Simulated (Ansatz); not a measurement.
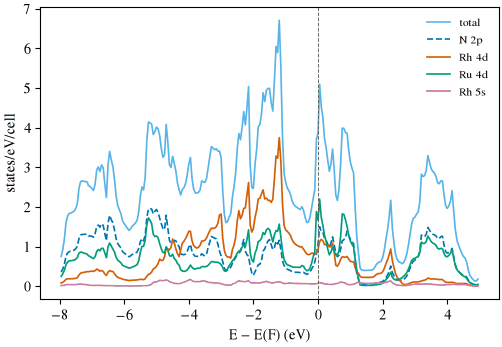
Fig. 1. Total and projected density of states of RuRhN2 in space group R-3m (No. 166; Ru on 3b, Rh on 3a, N on 6c), DFT-PBE in the program Ansatz with PAW potentials

Question: Which orbitals carry the states next to the Fermi level?

Answer: Within 0.5 eV of the Fermi level: Ru 4d 34 %, Rh 4d 32 %, N 2p 28 %. Projections are on Löwdin-orthogonalised atomic valence shells; empty p or d shells of many metals are not among them.

Question: Where is the tallest occupied peak in this window, and what makes it?

Answer: Near -1.2 eV, about 6.7 states/eV per cell; the largest projected share is Rh 4d.

The start of the workflow was typed in or built on a structure type; neither database checked (COD, Materials Project) lists it. Whether it is the stable phase at ambient conditions was not checked. The PBE relaxation kept the symmetry of its start; whether a distortion lowers the energy is not shown. The workflow began spin-polarised and lost its moments. Its formation energy is positive at this level, so the cell may be metastable or incomplete. Spin–orbit coupling is left out wherever it is not named.

Potentials: the later of the program's two PAW sets.
